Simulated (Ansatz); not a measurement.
K₂HgBr₆

```xyz
36
Lattice="10.6440 0.0000 0.0000 0.0000 10.6440 0.0000 0.0000 0.0000 10.6440" Properties=species:S:1:pos:R:3 pbc="T T T"
K     2.6610    2.6610    2.6610
K     7.9830    7.9830    2.6610
K     7.9830    2.6610    7.9830
K     2.6610    7.9830    7.9830
K     7.9830    2.6610    2.6610
K     2.6610    7.9830    2.6610
K     2.6610    2.6610    7.9830
K     7.9830    7.9830    7.9830
Hg    0.0000    0.0000    0.0000
Hg    5.3220    5.3220    0.0000
Hg    5.3220    0.0000    5.3220
Hg    0.0000    5.3220    5.3220
Br    2.6269    0.0000    0.0000
Br    7.9489    5.3220    0.0000
Br    7.9489    0.0000    5.3220
Br    2.6269    5.3220    5.3220
Br    0.0000    2.6269    0.0000
Br    5.3220    7.9489    0.0000
Br    5.3220    2.6269    5.3220
Br    0.0000    7.9489    5.3220
Br    8.0170    0.0000    0.0000
Br    2.6951    5.3220    0.0000
Br    2.6951    0.0000    5.3220
Br    8.0170    5.3220    5.3220
Br    5.3220    2.6951    0.0000
Br    0.0000    8.0170    0.0000
Br    0.0000    2.6951    5.3220
Br    5.3220    8.0170    5.3220
Br    0.0000    0.0000    2.6269
Br    5.3220    5.3220    2.6269
Br    5.3220    0.0000    7.9489
Br    0.0000    5.3220    7.9489
Br    5.3220    0.0000    2.6951
Br    0.0000    5.3220    2.6951
Br    0.0000    0.0000    8.0170
Br    5.3220    5.3220    8.0170
```

Space group Fm-3m; built by placing these elements on a known structure type; not relaxed (largest force 0.5 eV/Å).

Level of theory: DFT, PAW plane waves, r2SCAN in Ansatz 0.2.0.

> What will maps of the electron localisation function show?

Hg–Br (2.63 Å): the ELF is about 0.35 at the midpoint.
K–Br (3.76 Å): the ELF is about 0.05 at the midpoint; no shared electron pair shows on this line.

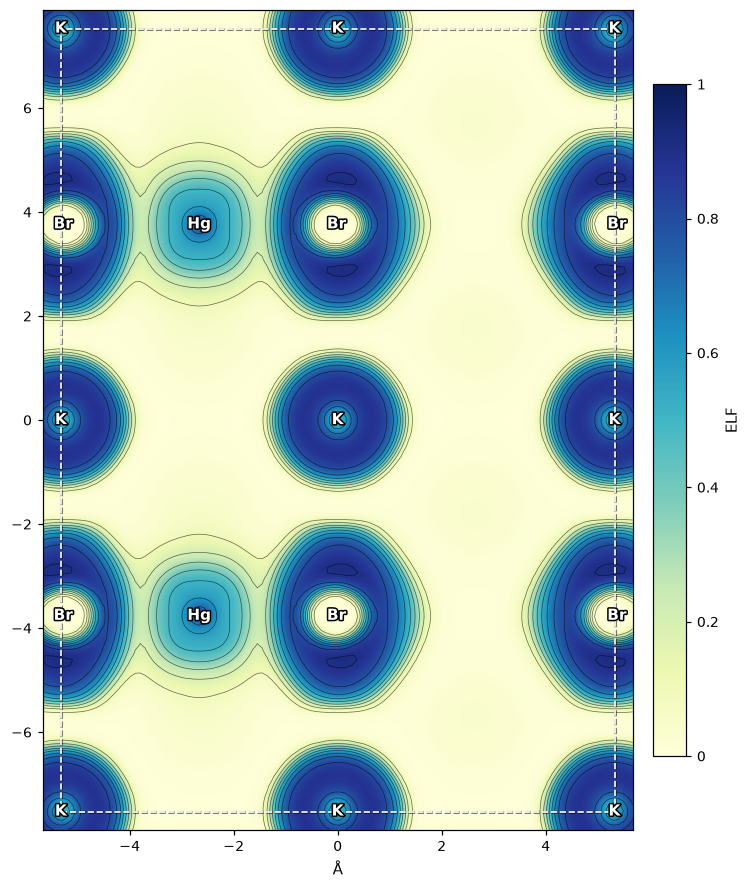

Computed electron localisation function on the (101) plane of the conventional cell. 

In a PAW calculation such maps are meaningful between the atoms, not at the nuclei.
